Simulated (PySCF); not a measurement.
# Atomic calculation, with input and output: Eu³⁸⁺

Eu³⁸⁺, configuration 1s2 2s2 2p6 3s2 3p6 3d7, multiplicity 4. Computed at this level: unrestricted HF, even-tempered 18s13p8d4f3g, spin-free X2C-1e, Gaussian nucleus (PySCF).

### The input
```python
from pyscf import gto, scf, dft, mp, cc
mol = gto.M(atom="Eu 0 0 0", charge=38, spin=3, symmetry="D2h",
            basis=gto.etbs([(0, 18, 6.6, 2.5), (1, 13, 8.6, 2.5), (2, 8, 8.6, 2.5), (3, 4, 36, 2.7), (4, 3, 54, 2.7)]),
            nucmod="G")
mf = scf.UHF(mol).sfx2c1e()
mf.irrep_nelec = {'Ag': (5, 4), 'B1g': (1, 1), 'B2g': (1, 0), 'B3g': (1, 0), 'B1u': (2, 2), 'B2u': (2, 2), 'B3u': (2, 2)}
mf.kernel()
```

The script is an equivalent of what the driver set up; the driver started from orbitals of its own, so the log can be shorter than this script's would be, and it computed the properties (radii, ⟨L²⟩, response) afterwards. It held the occupations shell by shell, which the script's counts by irreducible representation don't always enforce.

### The program's output (extracts)
```
damping factor = 0
level_shift factor = 0
DIIS = <class 'pyscf.scf.diis.CDIIS'>
diis_start_cycle = 1
diis_space = 10
diis_damp = 0
SCF conv_tol = 1e-09
SCF conv_tol_grad = None
number electrons alpha = 14  beta = 11
cycle= 1 E= -9843.70634790281  delta_E= -0.011  |g|= 0.0508  |ddm|= 0.0105
cycle= 2 E= -9843.70636872106  delta_E= -2.08e-05  |g|= 0.00235  |ddm|= 0.000522
cycle= 3 E= -9843.70636876874  delta_E= -4.77e-08  |g|= 1.71e-05  |ddm|= 2.73e-05
cycle= 4 E= -9843.70636876874  delta_E= 1.82e-12  |g|= 6.53e-07  |ddm|= 2.72e-07
converged SCF energy = -9843.70636876874  <S^2> = 3.7502408  2S+1 = 4.0001204
```

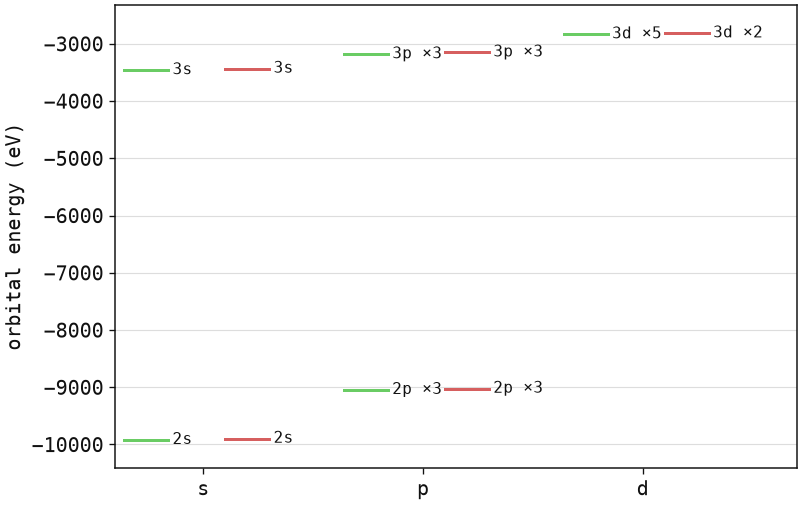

Orbital energies of the mean field, from the top down to −9920 eV, by angular momentum, α spin at the left of each column and β at the right; ×n counts the orbitals under one label. The highest filled orbital is 3d β at −2816 eV, the lowest empty one d β at −2702 eV.

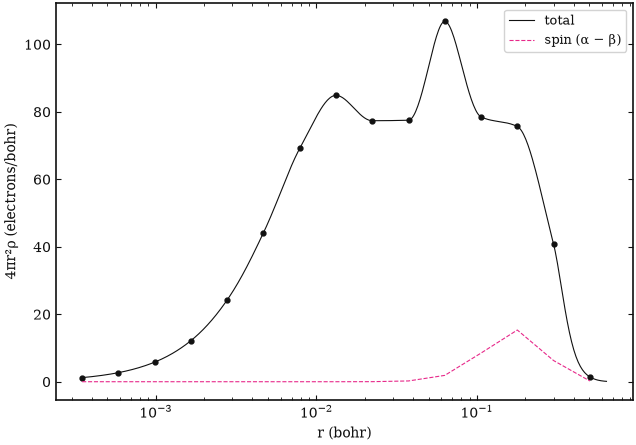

Spherically averaged radial density 4πr²ρ of the mean field and its spin part; markers are the stored points, which are sparse, and the line is a monotone interpolation between them. The largest stored value is 107 electrons/bohr at r = 0.063 bohr. Root-mean-square radii of the shells: 1s 0.0254, 2p 0.0918, 2s 0.102, 3d 0.229, 3p 0.254, 3s 0.256 bohr.

### Key numbers

| quantity | value |
| --- | --- |
| outcome | converged |
| total energy | −9843.7064 hartree |
| ⟨S²⟩ | 3.750 |
| ⟨L²⟩ | 12.00 |
| SCF iterations | 4 |
| hardware | 1 CPU thread, shared host |
| CPU time | 17 s (integrals apart) |

### Remarks

Radii and densities are those of the two-component orbitals, without the picture-change correction, so the innermost s shells come out slightly too small (about 1 % for 1s near Z = 40, more for heavier atoms).
